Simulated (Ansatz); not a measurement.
**C₂H₆FIn: single-point calculation**

System: C₂H₆FIn.
Method: RKS r2SCAN-D4/def2-TZVPP (Ansatz 0.2.0).

The geometry comes from this level: PBE0-D4/def2-TZVP. Figures and captions count atoms from 1; the log counts them from 0 in places.

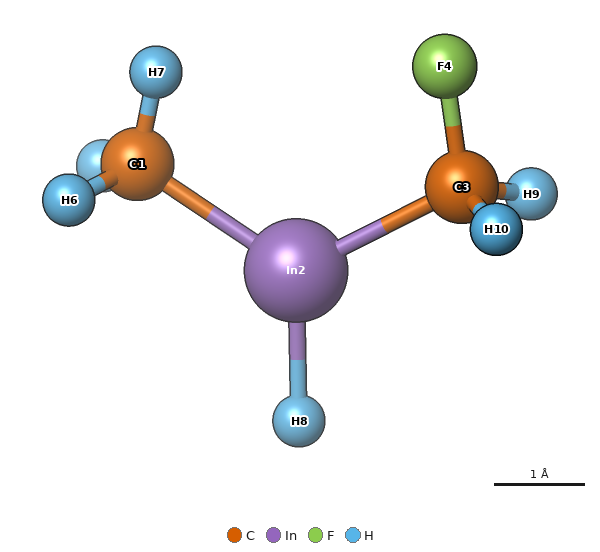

Fig. 1: The structure (ball-and-stick view, seen at a tilt; atoms are numbered from 1 in the order of the input). Sticks mark near contacts. Bond lengths as drawn: C–F 1.39 Å, C–H 1.09 to 1.10 Å, C–In 2.15 to 2.19 Å and H–In 1.73 Å.

Summary

- outcome: converged
- total energy: −10063.0792 eV
- mean-field energy: −10063.0414 eV
- dispersion energy: −0.0378 eV
- SCF solution under orbital rotations: stable
- HOMO: −6.05 eV
- LUMO: −1.87 eV
- largest force (length of the vector): 0.333 eV/Å
- dipole moment: 1.10 D
- hardware: 4 threads of Arm Neoverse V1, 23 GiB of memory available, shared host
- wall time: 4.3 s (CPU time 16 s)
- peak memory: 0.29 GiB

Input file
```yaml
crystal:
  periodic: [false, false, false]
  atoms:
    - {symbol: C, position_ang: [-1.264310, 0.570994, -1.266621]}
    - {symbol: In, position_ang: [-0.526426, -0.492093, 0.448858]}
    - {symbol: C, position_ang: [1.580742, -0.293315, 0.994330]}
    - {symbol: F, position_ang: [2.249584, 0.553655, 0.110736]}
    - {symbol: H, position_ang: [-1.683909, -0.130890, -1.990246]}
    - {symbol: H, position_ang: [-2.061147, 1.255343, -0.968029]}
    - {symbol: H, position_ang: [-0.464087, 1.138618, -1.740427]}
    - {symbol: H, position_ang: [-1.531456, -1.507325, 1.431361]}
    - {symbol: H, position_ang: [2.089524, -1.263138, 0.979407]}
    - {symbol: H, position_ang: [1.694586, 0.117050, 2.003431]}
basis:
  gaussian: {orbitals: def2-TZVPP}
hamiltonian: {xc: r2scan, dispersion: d4}
output: {forces: true, orbitals: {seedname: orbitals}}
```

Launch command:
```bash
ansatz run in.yaml --threads 4 --pin off --events-out ev --progress --plain --max-ram 10444MiB
```

The program's output
```
Functional definition: r2SCAN
  name "r2SCAN"
  cite "Furness, Kaplan, Ning, Perdew & Sun, J. Phys. Chem. Lett. 11, 8208 (2020) doi:10.1021/acs.jpclett.0c02405"
  cite "Furness, Kaplan, Ning, Perdew & Sun, J. Phys. Chem. Lett. 11, 9248 (2020) doi:10.1021/acs.jpclett.0c03077"
  parent r2scan
  parameter k0 = 0.174
  parameter k1 = 0.065
  parameter a1 = 4.9479
  exchange = r2scan_x(k0 = k0, k1 = k1, a1 = a1)
  correlation = r2scan_c
1258 factors; their error is unknown
mean field evaluation 1: about -10050.5143 eV, gradient 7.4e1 eV
mean field evaluation 2: about -10034.1833 eV, gradient 1.0e2 eV
mean field evaluation 4: about -10062.9881 eV, gradient 6.0e0 eV
mean field evaluation 8: about -10063.0647 eV, gradient 2.2e-1 eV
mean field evaluation 16: about -10063.0414 eV, gradient 4.8e-4 eV
mean field -10063.04136205 eV, -369.8099490810 hartree, gradient 3.8e-5 eV, S^2 0.000000; 0 other end points of the search recorded, 0 dependent functions left out
the calculation of the forces begins
reference -10063.04137722 eV, -369.8099496386 hartree; 24, 24 occupied and 203, 203 virtual orbitals, 1258 factors
Total energy: -10063.07917154 eV, -369.8113385540 hartree
Atom 0 at    -1.264310     0.570994    -1.266621 Å, force    -0.007136     0.034240    -0.053253 eV/Å
Atom 1 at    -0.526426    -0.492093     0.448858 Å, force    -0.042714    -0.038953     0.041849 eV/Å
Atom 2 at     1.580742    -0.293315     0.994330 Å, force    -0.112062    -0.189604     0.209939 eV/Å
Atom 3 at     2.249584     0.553655     0.110736 Å, force     0.153931     0.203261    -0.214604 eV/Å
Atom 4 at    -1.683909    -0.130890    -1.990246 Å, force     0.006622     0.013110     0.016073 eV/Å
Atom 5 at    -2.061147     1.255343    -0.968029 Å, force     0.014169    -0.015352    -0.003903 eV/Å
Atom 6 at    -0.464087     1.138618    -1.740427 Å, force    -0.018534    -0.009696     0.006991 eV/Å
Atom 7 at    -1.531456    -1.507325     1.431361 Å, force     0.002111     0.008669    -0.012368 eV/Å
Atom 8 at     2.089524    -1.263138     0.979407 Å, force     0.003875    -0.008044     0.000901 eV/Å
Atom 9 at     1.694586     0.117050     2.003431 Å, force    -0.000262     0.002369     0.008375 eV/Å
Dipole moment:    -0.175872    -0.117430     0.089826 e Å
```

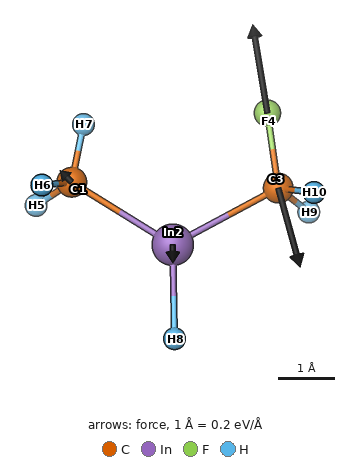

Fig. 2: Forces on the atoms as black arrows (ball-and-stick view, seen at a tilt; atoms are numbered from 1 in the order of the input); the smallest are left out. The largest act on F4 (0.33 eV/Å); C3 (0.30 eV/Å). The geometry is not a stationary point of this energy.

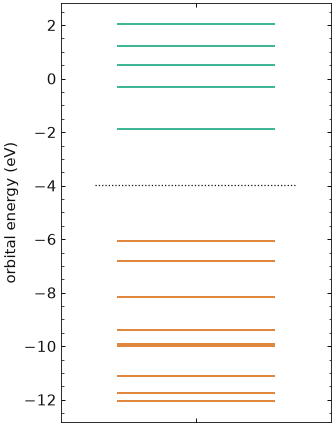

Fig. 3: Orbital energies near the frontier; the dotted line parts filled from empty levels, and levels within 0.02 eV of each other stand side by side. Highest filled −6.05 eV, lowest empty −1.87 eV, 4.18 eV apart.

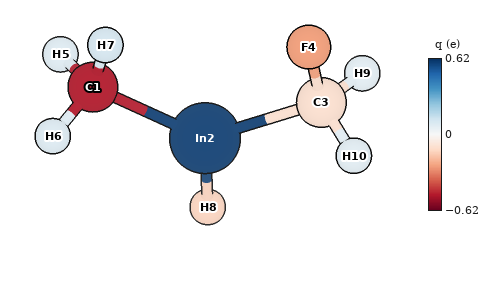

Fig. 4: Mulliken charges, as the colour of each atom (ball-and-stick view, seen at a tilt; atoms are numbered from 1 in the order of the input). By element: C −0.49 to −0.10, In +0.60, F −0.25 and H −0.15 to +0.10 e.
